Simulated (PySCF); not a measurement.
**H$_{8}$P$_{4}$Si$_{2}$: density, localisation and related maps**

Input

```
{"job": {"kind": "nmr", "xc": "PBE0", "basis": "pcSseg-1", "every": 1, "pop": false}, "charge": 0, "multiplicity": 1}
Si    -1.570742     1.268439    -1.162073
P     -1.082289     0.806422     0.990462
P     -1.048323    -1.374939     1.062134
P      0.687881    -0.995245     2.312604
P      1.149710     0.964004     1.285984
Si     1.715722    -0.212933    -0.606434
H     -3.014582     1.502354    -1.133320
H     -0.823189     2.470497    -1.537101
H     -1.247272     0.150822    -2.055358
H     -1.939561    -1.466266     2.137205
H      1.584241    -1.835925     1.635425
H      1.709273     0.755891    -1.708878
H      3.064407    -0.714249    -0.316358
H      0.836526    -1.343762    -0.949341
```

Run with:

```sh
OMP_NUM_THREADS=1 python ens_run.py task.json out
```

Geometry: GFN2-xTB, coordinate held.

Computed with PBE0/pcSseg-1, SCF density, gas phase, non-relativistic (PySCF).

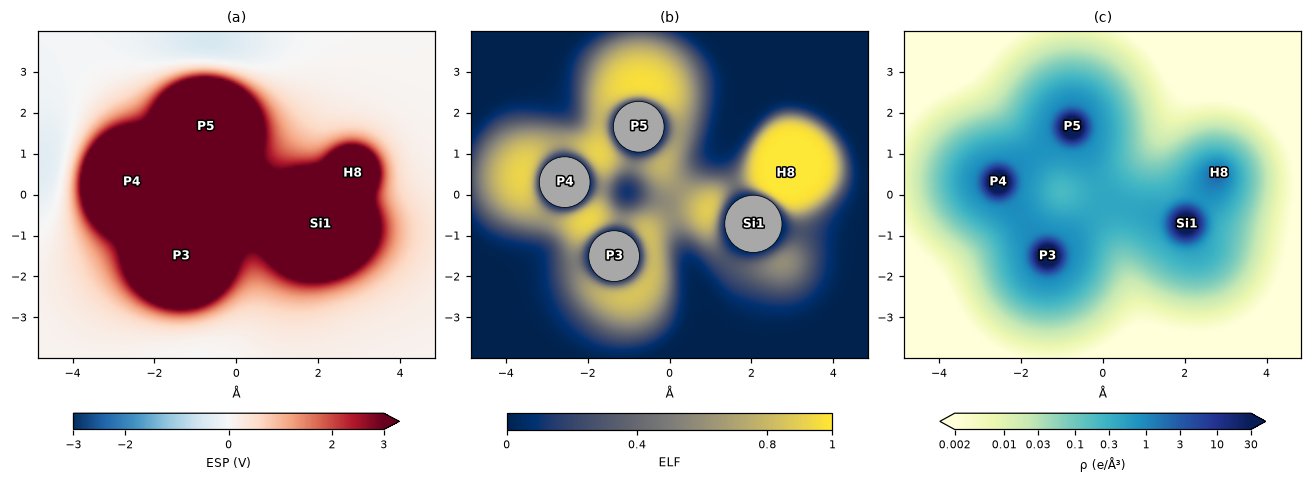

Figure 1. (a) electrostatic potential; (b) electron localisation function; (c) total electron density on the plane of atoms P3, P4 and P5. Grey discs cover the atomic cores in the ELF map.

Q: Read the bonding off the picture.

A: The section cuts through Si, P and H sites.
P–P (2.17 Å): ρ at the midpoint is about 0.87 e/Å³; the ELF peaks at about 0.95 between the atoms (localised, covalent bonding).
P–P (2.26 Å): ρ is about 0.74 e/Å³ halfway; the ELF peaks at about 0.90 between the atoms, as expected for localised, covalent bonding.
Si–H (1.46 Å): ρ is about 0.8 e/Å³ halfway; the ELF climbs to about 1 towards the hydrogen, as it does in any bond to H.
The ELF also peaks beside P3, P4 and P5, away from the bonds: lone-pair regions.
Outside the dense part of the molecule the potential is most negative (−0.5 V) near P5.

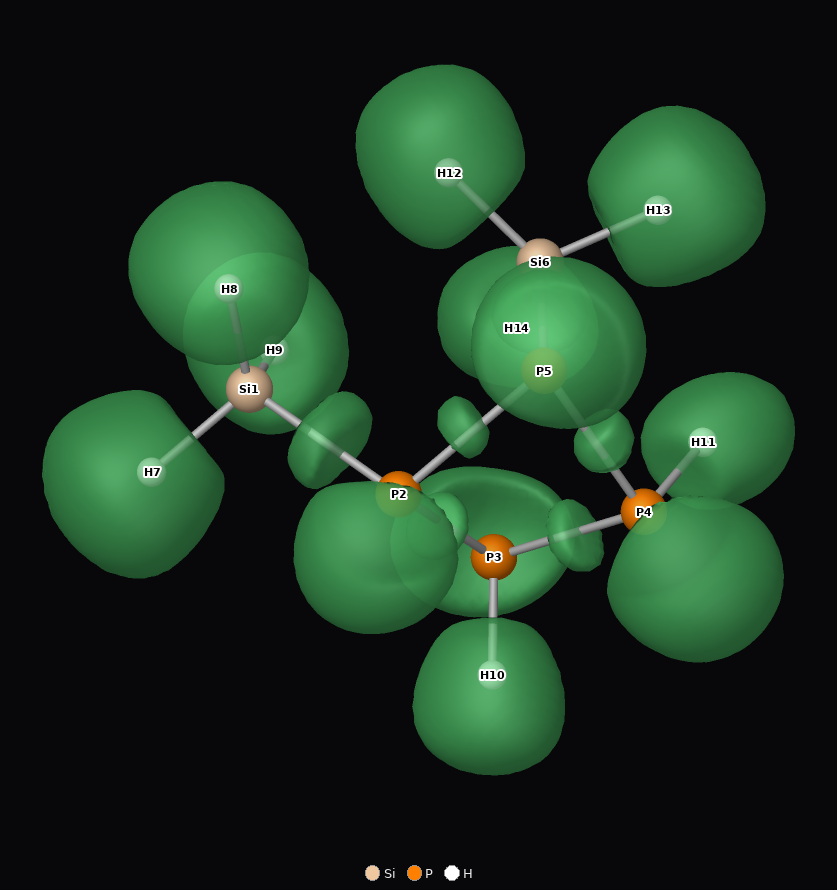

Figure 2. Isosurface of the electron localisation function at 0.85 (green), seen across its widest extent. Only the valence region is drawn (cores and ρ < 0.01 e/Å³ removed).

Q: Where are the electrons localised?

A: The surface consists of four regions between bonded P–P atoms (shared pairs), two regions between bonded P–Si atoms (shared pairs), eight regions around hydrogen nuclei and four lobes on P, pointing away from the bonds (lone pairs). Along the contacts the grid gives the following. Si–P (2.26 Å): the ELF peaks at about 0.95 between the atoms (a covalent bond).
